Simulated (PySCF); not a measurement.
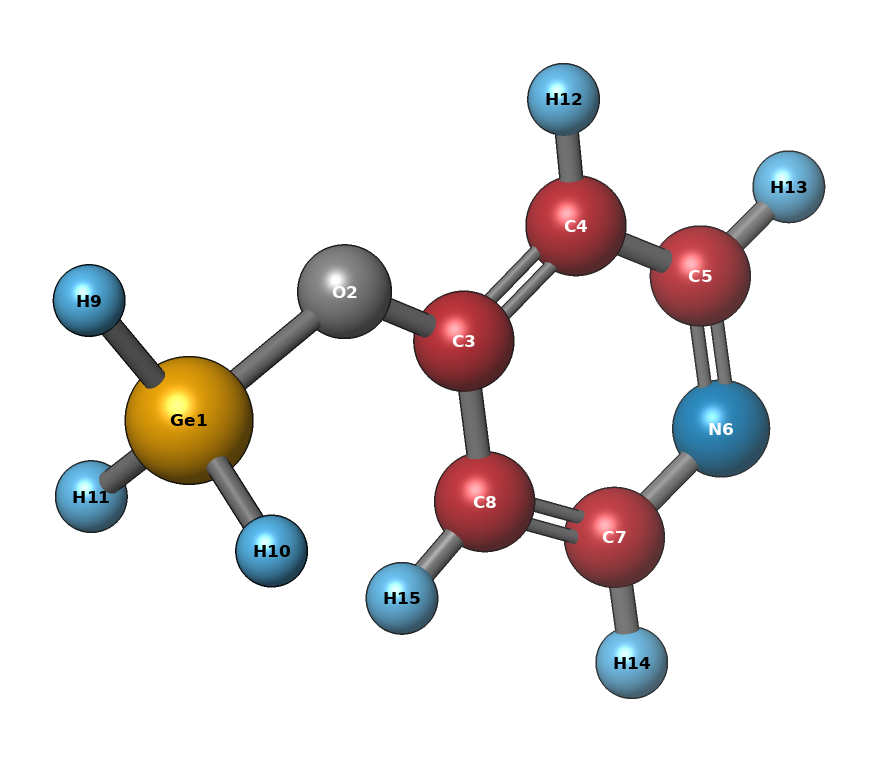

The computed structure is the end point of a PBE0-D3(BJ)/def2-SVP optimisation. No frequency run is at hand to confirm it as a minimum. Level of theory: delta-SCF UKS SCAN, pcX-2 on the ionised atom, pcseg-1 elsewhere, spin-free X2C (PySCF 2.14.0).

Give the core-electron binding energies (to vacuum) of O2 1s, C3 1s, C4 1s, C5 1s, N6 1s.

| atom | level | binding energy (eV) |
| --- | --- | --- |
| O2 | 1s | 538.3 |
| C3 | 1s | 292.4 |
| C4 | 1s | 290.1 |
| C5 | 1s | 291.0 |
| N6 | 1s | 404.1 |
